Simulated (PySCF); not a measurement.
**NO2 (nitrogen dioxide) at U-wB97X-V/STO-6G**

What is the vertical ionisation energy of NO2 (nitrogen dioxide) at U-wB97X-V/STO-6G? Input form: a Python script.

Program for the calculation: PySCF 2.14.0.

17 further runs of the same task are left out: 7 that didn't finish, 10 set aside as unsound or not needed.

### 1 The structure to begin with

NO2: 3 atoms, total charge 0, spin state doublet. SMILES: `[O]N=O`. The coordinates come from a PBE0-D4/def2-TZVP relaxation.

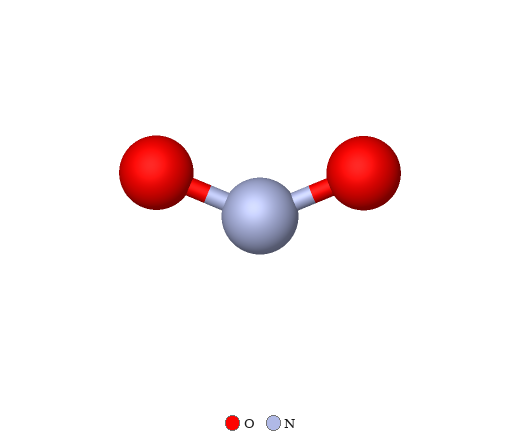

Viewed from a chosen angle; oxygen red, nitrogen light blue.

### 2 The energy at U-wB97X-V/STO-6G

The input, run.py:

```python
from pyscf import gto, dft

molecule = gto.M(
    atom='''
O      0.396389    -2.045043     0.001172
N     -0.501666    -0.017215    -0.275692
O      0.105239     2.062258     0.274521
''',
    basis='sto-6g',
    max_memory=1860,
    unit='bohr',
    spin=1,
    verbose=4,
)

mf = dft.UKS(molecule, xc='wb97x-v')
mf.grids.level = 5
mf.conv_tol = 1e-10
mf.nlcgrids.level = 1
mf.kernel()
if not mf.converged:
    mf = mf.newton().run(mf.mo_coeff, mf.mo_occ)

etot = mf.e_tot
print(f'total energy: {etot:.8f} hartree')
```

Launch:

```console
$ OMP_NUM_THREADS=1 python run.py
```

The log of the run:

```text
PySCF version 2.14.0

[INPUT] num. atoms = 3
[INPUT] num. electrons = 23
[INPUT] charge = 0
[INPUT] spin (= nelec alpha-beta = 2S) = 1
[INPUT] symmetry False subgroup None
[INPUT] Mole.unit = bohr
[INPUT] Symbol           X                Y                Z      unit          X                Y                Z       unit  Magmom
[INPUT]  1 O      0.209760025459  -1.082190150951   0.000620195691 AA    0.396389000000  -2.045043000000   0.001172000000 Bohr   0.0
[INPUT]  2 N     -0.265470214693  -0.009109785686  -0.145889923633 AA   -0.501666000000  -0.017215000000  -0.275692000000 Bohr   0.0
[INPUT]  3 O      0.055690080500   1.091299936637   0.145270257119 AA    0.105239000000   2.062258000000   0.274521000000 Bohr   0.0

nuclear repulsion = 65.6205550340642
number of shells = 9
number of NR pGTOs = 90
number of NR cGTOs = 15
basis = sto-6g
ecp = {}

[... 86 lines left out ...]
converged SCF energy = -204.158022857299  <S^2> = 0.75235559  2S+1 = 2.0023542
total energy: -204.15802286 hartree
```

It took 14 s on 1 thread of Arm Neoverse V1, shared host; peak memory 0.18 GiB.

### 3 The singlet cation, same level

The input, input.xyz:

```xyz
3
NO2
O      0.209760    -1.082190     0.000620
N     -0.265470    -0.009110    -0.145890
O      0.055690     1.091300     0.145270
```

The input, input.py:

```python
from pyscf import gto, dft

mol = gto.Mole()
mol.atom = 'input.xyz'
mol.verbose = 3
mol.basis = 'sto-6g'
mol.charge = 1
mol.max_memory = 1860
mol.spin = 0
mol.build()

mf = dft.RKS(mol)
mf.xc = 'wb97x-v'
mf.grids.level = 5
mf.nlcgrids.level = 1
mf.conv_tol = 1e-10
mf.kernel()
if not mf.converged:
    mf = mf.newton().run(mf.mo_coeff, mf.mo_occ)

e_final = mf.e_tot
print(f'total energy: {e_final:.8f} hartree')
```

Launch:

```console
$ OMP_NUM_THREADS=1 python input.py
```

The log of the run:

```text
converged SCF energy = -203.81541896754
total energy: -203.81541897 hartree
```

It took 11 s on 1 thread of Arm Neoverse V1, shared host; peak memory 0.18 GiB.

### 4 Summary of results

At U-wB97X-V/STO-6G:

| quantity | value |
| --- | --- |
| doublet NO2: total energy | -204.15802 Eh |
| doublet NO2: dipole moment | 0.00 D |
| doublet NO2: HOMO energy (highest over α and β) | -7.05 eV |
| doublet NO2: LUMO energy (lowest over α and β) | 2.56 eV |
| doublet NO2: ⟨S²⟩ | 0.752 |
| singlet cation: total energy | -203.81542 Eh |
| singlet cation: HOMO energy | -21.85 eV |
| singlet cation: LUMO energy | -11.55 eV |
| singlet cation: HOMO–LUMO gap | 10.30 eV |
| vertical ionisation energy (to the singlet cation) | 9.323 eV |

What this shows: The vertical ionisation energy comes to 9.32 eV (215 kcal/mol). Only the singlet of the ionised species was computed; a triplet could lie lower. In a minimal basis such a difference can be off by several eV, whatever the method. Mulliken charges (singlet cation) run from +0.28 on O1 to +0.45 on N2; they depend strongly on the basis.
